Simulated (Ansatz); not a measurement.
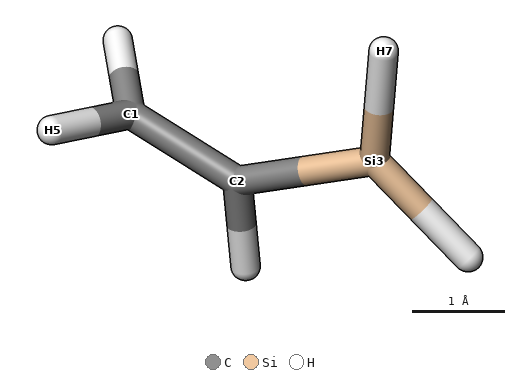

*The starting structure (stick view, seen at a tilt; atoms are numbered from 1 in the order of the input).*

Bond lengths as drawn: C–C 1.39 Å, C–H 1.11 Å, C–Si 1.78 Å and H–Si 1.49 Å.

## Run report: C2H5Si (charge +1), molecular dynamics (part 1 of 5)

C2H5Si, charge +1, computed with RKS PBE-D4/6-31G (Ansatz 0.2.0).

It belongs to a series of runs on one base structure; here: dynamics from the highest image of the converged band. Figures and captions count atoms from 1; the log counts them from 0 in places.

**Output**
```
Engine: ansatz 0.2.0, aarch64-unknown-linux-gnu
Functional definition: PBE
  parameter kappa = 0.804
  parameter beta = 0.06672455060314922
  exchange = pbe_x(kappa = kappa, mu = beta*pi^2/3)
  correlation = pbe_c(beta = beta)
589 factors; integrals over basis functions are off by at most 2.3e-4 eV
mean field evaluation 1: about -9997.9432 eV, gradient 7.3e1 eV
mean field evaluation 2: about -9962.3222 eV, gradient 1.1e2 eV
mean field evaluation 4: about -10009.8985 eV, gradient 3.3e1 eV
mean field evaluation 8: about -10013.0261 eV, gradient 4.9e-1 eV
mean field evaluation 16: about -10013.0164 eV, gradient 4.3e-5 eV
mean field -10013.01637480 eV, -367.9715647075 hartree, gradient 4.3e-5 eV, S^2 0.000000; 3 other end points of the search recorded, 0 dependent functions left out
the calculation of the forces begins
reference -10013.01640645 eV, -367.9715658706 hartree; 15, 15 occupied and 26, 26 virtual orbitals, 589 factors
md step     0: t =     0.00 fs  T =   100.0 K  F+E_penalty+E_count = -10013.12759742 eV  E_kin = 0.077556 eV  conserved = -10013.05004142 eV  (60 SCF iters)
these checks for a lower state are left out or cut short: starts, cluster_reference, orbital_swaps, neighbouring_geometries, increment
589 factors; integrals over basis functions are off by at most 2.3e-4 eV
mean field evaluation 32: about -10013.0149 eV, gradient 1.4e-3 eV
mean field -10013.01486193 eV, -367.9715091108 hartree, gradient 1.9e-5 eV, S^2 0.000000; 0 other end points of the search recorded, 0 dependent functions left out
the calculation of the forces begins
reference -10013.01489359 eV, -367.9715102741 hartree; 15, 15 occupied and 26, 26 virtual orbitals, 589 factors
md step     1: t =     0.50 fs  T =    98.1 K  F+E_penalty+E_count = -10013.12612038 eV  E_kin = 0.076093 eV  conserved = -10013.05002694 eV  (25 SCF iters)
[... from here on the SCF iterations and repeated set-up lines of each step are left out, up to the last step ...]
md step     2: t =     1.00 fs  T =    92.8 K  F+E_penalty+E_count = -10013.12194840 eV  E_kin = 0.071970 eV  conserved = -10013.04997817 eV  (24 SCF iters)
md step     3: t =     1.50 fs  T =    85.0 K  F+E_penalty+E_count = -10013.11586401 eV  E_kin = 0.065960 eV  conserved = -10013.04990435 eV  (24 SCF iters)
md step     4: t =     2.00 fs  T =    76.4 K  F+E_penalty+E_count = -10013.10903968 eV  E_kin = 0.059219 eV  conserved = -10013.04982047 eV  (24 SCF iters)
md step     5: t =     2.50 fs  T =    68.4 K  F+E_penalty+E_count = -10013.10280156 eV  E_kin = 0.053057 eV  conserved = -10013.04974410 eV  (24 SCF iters)
md step     6: t =     3.00 fs  T =    62.8 K  F+E_penalty+E_count = -10013.09835935 eV  E_kin = 0.048670 eV  conserved = -10013.04968920 eV  (24 SCF iters)
md step     7: t =     3.50 fs  T =    60.5 K  F+E_penalty+E_count = -10013.09658287 eV  E_kin = 0.046919 eV  conserved = -10013.04966346 eV  (23 SCF iters)
md step     8: t =     4.00 fs  T =    62.2 K  F+E_penalty+E_count = -10013.09789083 eV  E_kin = 0.048227 eV  conserved = -10013.04966381 eV  (29 SCF iters)
md step     9: t =     4.50 fs  T =    67.9 K  F+E_penalty+E_count = -10013.10230191 eV  E_kin = 0.052624 eV  conserved = -10013.04967775 eV  (29 SCF iters)
md step    10: t =     5.00 fs  T =    77.3 K  F+E_penalty+E_count = -10013.10963690 eV  E_kin = 0.059950 eV  conserved = -10013.04968695 eV  (28 SCF iters)
md step    11: t =     5.50 fs  T =    90.4 K  F+E_penalty+E_count = -10013.11981020 eV  E_kin = 0.070135 eV  conserved = -10013.04967495 eV  (28 SCF iters)
md step    12: t =     6.00 fs  T =   107.6 K  F+E_penalty+E_count = -10013.13310491 eV  E_kin = 0.083473 eV  conserved = -10013.04963162 eV  (28 SCF iters)
md step    13: t =     6.50 fs  T =   129.9 K  F+E_penalty+E_count = -10013.15033885 eV  E_kin = 0.100781 eV  conserved = -10013.04955771 eV  (27 SCF iters)
md step    14: t =     7.00 fs  T =   159.1 K  F+E_penalty+E_count = -10013.17286035 eV  E_kin = 0.123395 eV  conserved = -10013.04946492 eV  (27 SCF iters)
md step    15: t =     7.50 fs  T =   197.3 K  F+E_penalty+E_count = -10013.20237268 eV  E_kin = 0.153001 eV  conserved = -10013.04937202 eV  (28 SCF iters)
md step    16: t =     8.00 fs  T =   246.7 K  F+E_penalty+E_count = -10013.24063815 eV  E_kin = 0.191338 eV  conserved = -10013.04930040 eV  (29 SCF iters)
md step    17: t =     8.50 fs  T =   309.3 K  F+E_penalty+E_count = -10013.28914027 eV  E_kin = 0.239872 eV  conserved = -10013.04926839 eV  (29 SCF iters)
md step    18: t =     9.00 fs  T =   386.2 K  F+E_penalty+E_count = -10013.34879123 eV  E_kin = 0.299504 eV  conserved = -10013.04928769 eV  (28 SCF iters)
md step    19: t =     9.50 fs  T =   477.6 K  F+E_penalty+E_count = -10013.41974790 eV  E_kin = 0.370387 eV  conserved = -10013.04936081 eV  (24 SCF iters)
md step    20: t =    10.00 fs  T =   582.7 K  F+E_penalty+E_count = -10013.50136506 eV  E_kin = 0.451882 eV  conserved = -10013.04948291 eV  (24 SCF iters, 3 dispersion substeps)
md step    21: t =    10.50 fs  T =   699.7 K  F+E_penalty+E_count = -10013.59226838 eV  E_kin = 0.542624 eV  conserved = -10013.04964446 eV  (24 SCF iters, 3 dispersion substeps)
md step    22: t =    11.00 fs  T =   826.1 K  F+E_penalty+E_count = -10013.69050295 eV  E_kin = 0.640669 eV  conserved = -10013.04983427 eV  (24 SCF iters, 3 dispersion substeps)
md step    23: t =    11.50 fs  T =   958.9 K  F+E_penalty+E_count = -10013.79370442 eV  E_kin = 0.743662 eV  conserved = -10013.05004228 eV  (24 SCF iters, 3 dispersion substeps)
md step    24: t =    12.00 fs  T =  1094.7 K  F+E_penalty+E_count = -10013.89925351 eV  E_kin = 0.848993 eV  conserved = -10013.05026054 eV  (24 SCF iters, 3 dispersion substeps)
md step    25: t =    12.50 fs  T =  1230.0 K  F+E_penalty+E_count = -10014.00439773 eV  E_kin = 0.953915 eV  conserved = -10013.05048254 eV  (24 SCF iters, 3 dispersion substeps)
md step    26: t =    13.00 fs  T =  1361.1 K  F+E_penalty+E_count = -10014.10634863 eV  E_kin = 1.055647 eV  conserved = -10013.05070185 eV  (24 SCF iters, 3 dispersion substeps)
md step    27: t =    13.50 fs  T =  1484.7 K  F+E_penalty+E_count = -10014.20237565 eV  E_kin = 1.151465 eV  conserved = -10013.05091057 eV  (24 SCF iters, 3 dispersion substeps)
md step    28: t =    14.00 fs  T =  1597.3 K  F+E_penalty+E_count = -10014.28991665 eV  E_kin = 1.238817 eV  conserved = -10013.05109918 eV  (23 SCF iters, 3 dispersion substeps)
md step    29: t =    14.50 fs  T =  1696.1 K  F+E_penalty+E_count = -10014.36670875 eV  E_kin = 1.315451 eV  conserved = -10013.05125755 eV  (23 SCF iters, 3 dispersion substeps)
md step    30: t =    15.00 fs  T =  1778.8 K  F+E_penalty+E_count = -10014.43092717 eV  E_kin = 1.379551 eV  conserved = -10013.05137610 eV  (23 SCF iters, 3 dispersion substeps)
md step    31: t =    15.50 fs  T =  1843.6 K  F+E_penalty+E_count = -10014.48130809 eV  E_kin = 1.429859 eV  conserved = -10013.05144927 eV  (23 SCF iters, 3 dispersion substeps)
md step    32: t =    16.00 fs  T =  1889.9 K  F+E_penalty+E_count = -10014.51721725 eV  E_kin = 1.465741 eV  conserved = -10013.05147626 eV  (23 SCF iters, 3 dispersion substeps)
md step    33: t =    16.50 fs  T =  1917.6 K  F+E_penalty+E_count = -10014.53864334 eV  E_kin = 1.487181 eV  conserved = -10013.05146211 eV  (23 SCF iters, 3 dispersion substeps)
md step    34: t =    17.00 fs  T =  1927.2 K  F+E_penalty+E_count = -10014.54610564 eV  E_kin = 1.494689 eV  conserved = -10013.05141710 eV  (23 SCF iters, 3 dispersion substeps)
md step    35: t =    17.50 fs  T =  1920.1 K  F+E_penalty+E_count = -10014.54048841 eV  E_kin = 1.489134 eV  conserved = -10013.05135459 eV  (23 SCF iters, 3 dispersion substeps)
md step    36: t =    18.00 fs  T =  1897.4 K  F+E_penalty+E_count = -10014.52284120 eV  E_kin = 1.471554 eV  conserved = -10013.05128718 eV  (23 SCF iters, 3 dispersion substeps)
md step    37: t =    18.50 fs  T =  1860.6 K  F+E_penalty+E_count = -10014.49420613 eV  E_kin = 1.442985 eV  conserved = -10013.05122104 eV  (23 SCF iters, 3 dispersion substeps)
md step    38: t =    19.00 fs  T =  1810.8 K  F+E_penalty+E_count = -10014.45553821 eV  E_kin = 1.404384 eV  conserved = -10013.05115437 eV  (23 SCF iters, 3 dispersion substeps)
md step    39: t =    19.50 fs  T =  1749.3 K  F+E_penalty+E_count = -10014.40775206 eV  E_kin = 1.356674 eV  conserved = -10013.05107764 eV  (23 SCF iters, 3 dispersion substeps)
md step    40: t =    20.00 fs  T =  1677.4 K  F+E_penalty+E_count = -10014.35189122 eV  E_kin = 1.300915 eV  conserved = -10013.05097651 eV  (23 SCF iters, 3 dispersion substeps)
md step    41: t =    20.50 fs  T =  1597.0 K  F+E_penalty+E_count = -10014.28937090 eV  E_kin = 1.238534 eV  conserved = -10013.05083641 eV  (23 SCF iters, 3 dispersion substeps)
md step    42: t =    21.00 fs  T =  1510.6 K  F+E_penalty+E_count = -10014.22221033 eV  E_kin = 1.171561 eV  conserved = -10013.05064972 eV  (23 SCF iters, 3 dispersion substeps)
md step    43: t =    21.50 fs  T =  1421.9 K  F+E_penalty+E_count = -10014.15315302 eV  E_kin = 1.102733 eV  conserved = -10013.05042006 eV  (23 SCF iters, 3 dispersion substeps)
md step    44: t =    22.00 fs  T =  1335.1 K  F+E_penalty+E_count = -10014.08560791 eV  E_kin = 1.035444 eV  conserved = -10013.05016358 eV  (23 SCF iters, 3 dispersion substeps)
md step    45: t =    22.50 fs  T =  1255.2 K  F+E_penalty+E_count = -10014.02339634 eV  E_kin = 0.973490 eV  conserved = -10013.04990613 eV  (23 SCF iters, 3 dispersion substeps)
md step    46: t =    23.00 fs  T =  1187.1 K  F+E_penalty+E_count = -10013.97034878 eV  E_kin = 0.920671 eV  conserved = -10013.04967738 eV  (23 SCF iters, 3 dispersion substeps)
md step    47: t =    23.50 fs  T =  1135.1 K  F+E_penalty+E_count = -10013.92984759 eV  E_kin = 0.880345 eV  conserved = -10013.04950299 eV  (25 SCF iters, 3 dispersion substeps)
md step    48: t =    24.00 fs  T =  1102.5 K  F+E_penalty+E_count = -10013.90443396 eV  E_kin = 0.855035 eV  conserved = -10013.04939927 eV  (23 SCF iters, 3 dispersion substeps)
md step    49: t =    24.50 fs  T =  1091.1 K  F+E_penalty+E_count = -10013.89556853 eV  E_kin = 0.846198 eV  conserved = -10013.04937039 eV  (23 SCF iters, 3 dispersion substeps)
md step    50: t =    25.00 fs  T =  1101.4 K  F+E_penalty+E_count = -10013.90358259 eV  E_kin = 0.854172 eV  conserved = -10013.04941012 eV  (23 SCF iters, 3 dispersion substeps)
md step    51: t =    25.50 fs  T =  1132.5 K  F+E_penalty+E_count = -10013.92779527 eV  E_kin = 0.878290 eV  conserved = -10013.04950503 eV  (23 SCF iters, 3 dispersion substeps)
md step    52: t =    26.00 fs  T =  1182.5 K  F+E_penalty+E_count = -10013.96673795 eV  E_kin = 0.917099 eV  conserved = -10013.04963942 eV  (24 SCF iters, 3 dispersion substeps)
md step    53: t =    26.50 fs  T =  1248.9 K  F+E_penalty+E_count = -10014.01840873 eV  E_kin = 0.968609 eV  conserved = -10013.04979944 eV  (23 SCF iters, 3 dispersion substeps)
md step    54: t =    27.00 fs  T =  1328.7 K  F+E_penalty+E_count = -10014.08049039 eV  E_kin = 1.030515 eV  conserved = -10013.04997582 eV  (24 SCF iters, 3 dispersion substeps)
md step    55: t =    27.50 fs  T =  1418.8 K  F+E_penalty+E_count = -10014.15049140 eV  E_kin = 1.100327 eV  conserved = -10013.05016429 eV  (23 SCF iters, 3 dispersion substeps)
md step    56: t =    28.00 fs  T =  1515.6 K  F+E_penalty+E_count = -10014.22580507 eV  E_kin = 1.175442 eV  conserved = -10013.05036330 eV  (23 SCF iters, 3 dispersion substeps)
md step    57: t =    28.50 fs  T =  1615.8 K  F+E_penalty+E_count = -10014.30371386 eV  E_kin = 1.253141 eV  conserved = -10013.05057268 eV  (23 SCF iters, 3 dispersion substeps)
md step    58: t =    29.00 fs  T =  1715.6 K  F+E_penalty+E_count = -10014.38137750 eV  E_kin = 1.330588 eV  conserved = -10013.05078975 eV  (23 SCF iters, 3 dispersion substeps)
md step    59: t =    29.50 fs  T =  1811.4 K  F+E_penalty+E_count = -10014.45585472 eV  E_kin = 1.404847 eV  conserved = -10013.05100806 eV  (24 SCF iters, 3 dispersion substeps)
md step    60: t =    30.00 fs  T =  1899.2 K  F+E_penalty+E_count = -10014.52418710 eV  E_kin = 1.472971 eV  conserved = -10013.05121590 eV  (23 SCF iters, 3 dispersion substeps)
md step    61: t =    30.50 fs  T =  1975.6 K  F+E_penalty+E_count = -10014.58356185 eV  E_kin = 1.532164 eV  conserved = -10013.05139809 eV  (23 SCF iters, 3 dispersion substeps)
md step    62: t =    31.00 fs  T =  2037.2 K  F+E_penalty+E_count = -10014.63153247 eV  E_kin = 1.579993 eV  conserved = -10013.05153946 eV  (24 SCF iters, 3 dispersion substeps)
md step    63: t =    31.50 fs  T =  2081.9 K  F+E_penalty+E_count = -10014.66624164 eV  E_kin = 1.614613 eV  conserved = -10013.05162869 eV  (23 SCF iters, 3 dispersion substeps)
md step    64: t =    32.00 fs  T =  2108.1 K  F+E_penalty+E_count = -10014.68658933 eV  E_kin = 1.634928 eV  conserved = -10013.05166098 eV  (23 SCF iters, 3 dispersion substeps)
md step    65: t =    32.50 fs  T =  2115.4 K  F+E_penalty+E_count = -10014.69229886 eV  E_kin = 1.640658 eV  conserved = -10013.05164124 eV  (23 SCF iters, 3 dispersion substeps)
md step    66: t =    33.00 fs  T =  2104.6 K  F+E_penalty+E_count = -10014.68384839 eV  E_kin = 1.632268 eV  conserved = -10013.05158012 eV  (23 SCF iters, 3 dispersion substeps)
md step    67: t =    33.50 fs  T =  2077.0 K  F+E_penalty+E_count = -10014.66230165 eV  E_kin = 1.610809 eV  conserved = -10013.05149297 eV  (23 SCF iters, 3 dispersion substeps)
md step    68: t =    34.00 fs  T =  2034.2 K  F+E_penalty+E_count = -10014.62907391 eV  E_kin = 1.577679 eV  conserved = -10013.05139482 eV  (23 SCF iters, 3 dispersion substeps)
md step    69: t =    34.50 fs  T =  1978.4 K  F+E_penalty+E_count = -10014.58569827 eV  E_kin = 1.534402 eV  conserved = -10013.05129652 eV  (25 SCF iters, 3 dispersion substeps)
md step    70: t =    35.00 fs  T =  1911.5 K  F+E_penalty+E_count = -10014.53365439 eV  E_kin = 1.482452 eV  conserved = -10013.05120288 eV  (23 SCF iters, 3 dispersion substeps)
md step    71: t =    35.50 fs  T =  1835.0 K  F+E_penalty+E_count = -10014.47428568 eV  E_kin = 1.423171 eV  conserved = -10013.05111425 eV  (23 SCF iters, 3 dispersion substeps)
md step    72: t =    36.00 fs  T =  1750.7 K  F+E_penalty+E_count = -10014.40879759 eV  E_kin = 1.357772 eV  conserved = -10013.05102547 eV  (23 SCF iters, 3 dispersion substeps)
md step    73: t =    36.50 fs  T =  1660.0 K  F+E_penalty+E_count = -10014.33832847 eV  E_kin = 1.287397 eV  conserved = -10013.05093128 eV  (23 SCF iters, 3 dispersion substeps)
md step    74: t =    37.00 fs  T =  1564.3 K  F+E_penalty+E_count = -10014.26403990 eV  E_kin = 1.213213 eV  conserved = -10013.05082716 eV  (24 SCF iters, 3 dispersion substeps)
md step    75: t =    37.50 fs  T =  1465.4 K  F+E_penalty+E_count = -10014.18719560 eV  E_kin = 1.136485 eV  conserved = -10013.05071097 eV  (23 SCF iters, 3 dispersion substeps)
md step    76: t =    38.00 fs  T =  1365.0 K  F+E_penalty+E_count = -10014.10921058 eV  E_kin = 1.058627 eV  conserved = -10013.05058362 eV  (23 SCF iters, 3 dispersion substeps)
md step    77: t =    38.50 fs  T =  1265.2 K  F+E_penalty+E_count = -10014.03166083 eV  E_kin = 0.981213 eV  conserved = -10013.05044746 eV  (24 SCF iters, 3 dispersion substeps)
md step    78: t =    39.00 fs  T =  1168.1 K  F+E_penalty+E_count = -10013.95626781 eV  E_kin = 0.905962 eV  conserved = -10013.05030556 eV  (23 SCF iters, 3 dispersion substeps)
md step    79: t =    39.50 fs  T =  1076.3 K  F+E_penalty+E_count = -10013.88487468 eV  E_kin = 0.834714 eV  conserved = -10013.05016034 eV  (23 SCF iters, 3 dispersion substeps)
md step    80: t =    40.00 fs  T =   992.1 K  F+E_penalty+E_count = -10013.81942718 eV  E_kin = 0.769414 eV  conserved = -10013.05001368 eV  (24 SCF iters, 3 dispersion substeps)
md step    81: t =    40.50 fs  T =   918.2 K  F+E_penalty+E_count = -10013.76195687 eV  E_kin = 0.712089 eV  conserved = -10013.04986783 eV  (23 SCF iters, 3 dispersion substeps)
md step    82: t =    41.00 fs  T =   857.2 K  F+E_penalty+E_count = -10013.71454590 eV  E_kin = 0.664817 eV  conserved = -10013.04972931 eV  (24 SCF iters, 3 dispersion substeps)
md step    83: t =    41.50 fs  T =   811.8 K  F+E_penalty+E_count = -10013.67922660 eV  E_kin = 0.629617 eV  conserved = -10013.04960989 eV  (23 SCF iters, 3 dispersion substeps)
md step    84: t =    42.00 fs  T =   784.3 K  F+E_penalty+E_count = -10013.65778062 eV  E_kin = 0.608252 eV  conserved = -10013.04952839 eV  (23 SCF iters, 3 dispersion substeps)
md step    85: t =    42.50 fs  T =   776.1 K  F+E_penalty+E_count = -10013.65142517 eV  E_kin = 0.601917 eV  conserved = -10013.04950800 eV  (23 SCF iters, 3 dispersion substeps)
md step    86: t =    43.00 fs  T =   787.7 K  F+E_penalty+E_count = -10013.66043891 eV  E_kin = 0.610871 eV  conserved = -10013.04956818 eV  (23 SCF iters, 3 dispersion substeps)
md step    87: t =    43.50 fs  T =   817.6 K  F+E_penalty+E_count = -10013.68385067 eV  E_kin = 0.634134 eV  conserved = -10013.04971627 eV  (23 SCF iters, 3 dispersion substeps)
md step    88: t =    44.00 fs  T =   863.1 K  F+E_penalty+E_count = -10013.71933359 eV  E_kin = 0.669393 eV  conserved = -10013.04994041 eV  (23 SCF iters, 3 dispersion substeps)
md step    89: t =    44.50 fs  T =   919.6 K  F+E_penalty+E_count = -10013.76340496 eV  E_kin = 0.713195 eV  conserved = -10013.05021017 eV  (23 SCF iters, 3 dispersion substeps)
md step    90: t =    45.00 fs  T =   981.8 K  F+E_penalty+E_count = -10013.81192000 eV  E_kin = 0.761436 eV  conserved = -10013.05048393 eV  (23 SCF iters, 3 dispersion substeps)
md step    91: t =    45.50 fs  T =  1044.4 K  F+E_penalty+E_count = -10013.86073789 eV  E_kin = 0.810018 eV  conserved = -10013.05071976 eV  (25 SCF iters, 3 dispersion substeps)
md step    92: t =    46.00 fs  T =  1103.1 K  F+E_penalty+E_count = -10013.90638326 eV  E_kin = 0.855497 eV  conserved = -10013.05088602 eV  (23 SCF iters, 3 dispersion substeps)
md step    93: t =    46.50 fs  T =  1154.7 K  F+E_penalty+E_count = -10013.94654179 eV  E_kin = 0.895575 eV  conserved = -10013.05096668 eV  (23 SCF iters, 3 dispersion substeps)
md step    94: t =    47.00 fs  T =  1198.3 K  F+E_penalty+E_count = -10013.98029859 eV  E_kin = 0.929335 eV  conserved = -10013.05096309 eV  (23 SCF iters, 3 dispersion substeps)
md step    95: t =    47.50 fs  T =  1234.2 K  F+E_penalty+E_count = -10014.00809720 eV  E_kin = 0.957206 eV  conserved = -10013.05089154 eV  (23 SCF iters, 3 dispersion substeps)
md step    96: t =    48.00 fs  T =  1264.5 K  F+E_penalty+E_count = -10014.03145863 eV  E_kin = 0.980679 eV  conserved = -10013.05077918 eV  (23 SCF iters, 3 dispersion substeps)
md step    97: t =    48.50 fs  T =  1291.8 K  F+E_penalty+E_count = -10014.05253123 eV  E_kin = 1.001873 eV  conserved = -10013.05065807 eV  (24 SCF iters, 3 dispersion substeps)
md step    98: t =    49.00 fs  T =  1319.1 K  F+E_penalty+E_count = -10014.07356311 eV  E_kin = 1.023003 eV  conserved = -10013.05055979 eV  (23 SCF iters, 3 dispersion substeps)
md step    99: t =    49.50 fs  T =  1348.5 K  F+E_penalty+E_count = -10014.09639001 eV  E_kin = 1.045881 eV  conserved = -10013.05050946 eV  (23 SCF iters, 3 dispersion substeps)
md step   100: t =    50.00 fs  T =  1381.6 K  F+E_penalty+E_count = -10014.12202500 eV  E_kin = 1.071503 eV  conserved = -10013.05052199 eV  (22 SCF iters, 3 dispersion substeps)
md step   101: t =    50.50 fs  T =  1418.1 K  F+E_penalty+E_count = -10014.15040980 eV  E_kin = 1.099810 eV  conserved = -10013.05059997 eV  (23 SCF iters, 3 dispersion substeps)
md step   102: t =    51.00 fs  T =  1456.5 K  F+E_penalty+E_count = -10014.18036158 eV  E_kin = 1.129628 eV  conserved = -10013.05073390 eV  (23 SCF iters, 3 dispersion substeps)
md step   103: t =    51.50 fs  T =  1494.2 K  F+E_penalty+E_count = -10014.20971572 eV  E_kin = 1.158812 eV  conserved = -10013.05090359 eV  (23 SCF iters, 3 dispersion substeps)
md step   104: t =    52.00 fs  T =  1527.3 K  F+E_penalty+E_count = -10014.23563344 eV  E_kin = 1.184551 eV  conserved = -10013.05108226 eV  (23 SCF iters, 3 dispersion substeps)
md step   105: t =    52.50 fs  T =  1552.1 K  F+E_penalty+E_count = -10014.25501745 eV  E_kin = 1.203776 eV  conserved = -10013.05124129 eV  (24 SCF iters, 3 dispersion substeps)
md step   106: t =    53.00 fs  T =  1564.8 K  F+E_penalty+E_count = -10014.26496704 eV  E_kin = 1.213611 eV  conserved = -10013.05135582 eV  (24 SCF iters, 3 dispersion substeps)
md step   107: t =    53.50 fs  T =  1562.5 K  F+E_penalty+E_count = -10014.26319017 eV  E_kin = 1.211782 eV  conserved = -10013.05140823 eV  (24 SCF iters, 3 dispersion substeps)
md step   108: t =    54.00 fs  T =  1543.3 K  F+E_penalty+E_count = -10014.24830223 eV  E_kin = 1.196908 eV  conserved = -10013.05139416 eV  (23 SCF iters, 3 dispersion substeps)
md step   109: t =    54.50 fs  T =  1506.8 K  F+E_penalty+E_count = -10014.21995045 eV  E_kin = 1.168631 eV  conserved = -10013.05131941 eV  (23 SCF iters, 3 dispersion substeps)
md step   110: t =    55.00 fs  T =  1453.9 K  F+E_penalty+E_count = -10014.17876827 eV  E_kin = 1.127568 eV  conserved = -10013.05120002 eV  (24 SCF iters, 3 dispersion substeps)
md step   111: t =    55.50 fs  T =  1386.3 K  F+E_penalty+E_count = -10014.12619022 eV  E_kin = 1.075138 eV  conserved = -10013.05105241 eV  (24 SCF iters, 3 dispersion substeps)
md step   112: t =    56.00 fs  T =  1306.6 K  F+E_penalty+E_count = -10014.06422537 eV  E_kin = 1.013335 eV  conserved = -10013.05088989 eV  (23 SCF iters, 3 dispersion substeps)
```
